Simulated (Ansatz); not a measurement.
Input

```
crystal:
  lattice:
    - [4.5329986804, 0.0, 0.0]
    - [0.0, 4.5329986804, 0.0]
    - [0.0, 0.0, 4.5329986804]
  atoms:
    - { symbol: Mo, position: [0.5, 0.5, 0.5] }
    - { symbol: Ru, position: [0.0, 0.5, 0.5] }
    - { symbol: Ru, position: [0.5, 0.0, 0.5] }
    - { symbol: Ru, position: [0.5, 0.5, 0.0] }
    - { symbol: W, position: [0.0, 0.0, 0.0] }
basis:
  ecutwfc: 420
kpoints:
  mp_grid: { grid: [8, 8, 8] }
hamiltonian:
  xc: pbe
scf:
  occupations: { method: gaussian, width: 0.1 }
output:
  forces: true
  stress: true
  eigenvalues: true
  write_density: true
  write_potential: true
  elf: true
  volumetric_format: npy
relax:
  adjacent_minimum: "off"
  f_tol: 0.01
  max_steps: 80
  cell: { stress_tol: 0.05 }
```

Launched as:

```sh
ansatz run input.yaml --threads 1 --pin off --max-ram 2560MiB --backend cpu --events-out ev --progress --plain --runs-dir out
```

Below, planes, directions and counts refer to the conventional cell (a = 4.53 Å, b = 4.53 Å, c = 4.53 Å, α = 90.00°, β = 90.00°, γ = 90.00°).

The fields are those of the relaxed geometry.

Space group Pm-3m; a structure generated by program, which may or may not match a known phase; computed without spin polarisation.

Level of theory: DFT PBE, scalar-relativistic, plane waves, PAW in Ansatz.

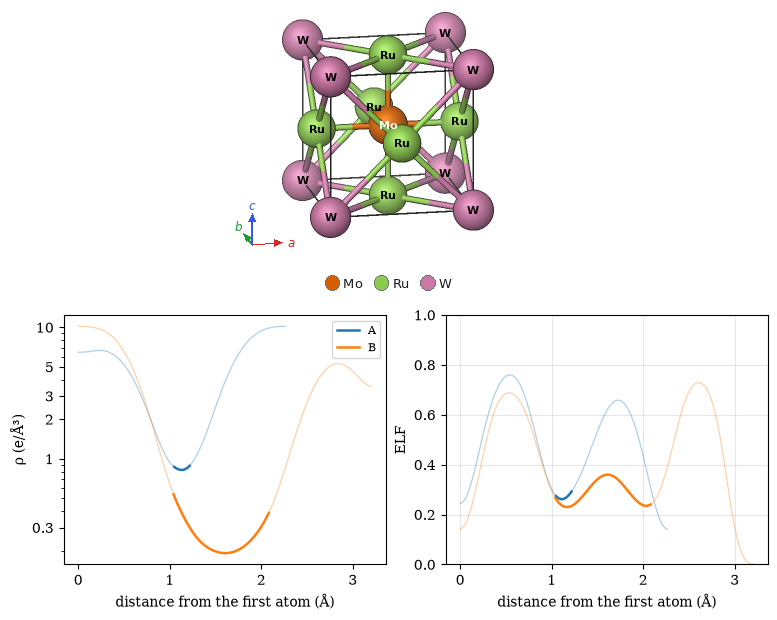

MoRu3W. Valence electron density and electron localisation function along straight lines between neighbouring atoms. Thin, pale parts lie inside the atomic spheres. The structure is drawn too.

In a PAW calculation such maps are meaningful between the atoms, not at the nuclei.

Which curve belongs to which contact (Mo–Ru and Ru–W)? The first atom named is at distance zero.

Answer. Curve A: Mo–Ru (2.26 Å): ρ at the midpoint is about 0.82 e/Å³; the ELF is about 0.25 at the midpoint (no localised pair shows between them). Curve B: Ru–W (3.20 Å): the density is about 0.19 e/Å³ at the midpoint; the ELF is about 0.35 at the midpoint (no localised pair shows between them).
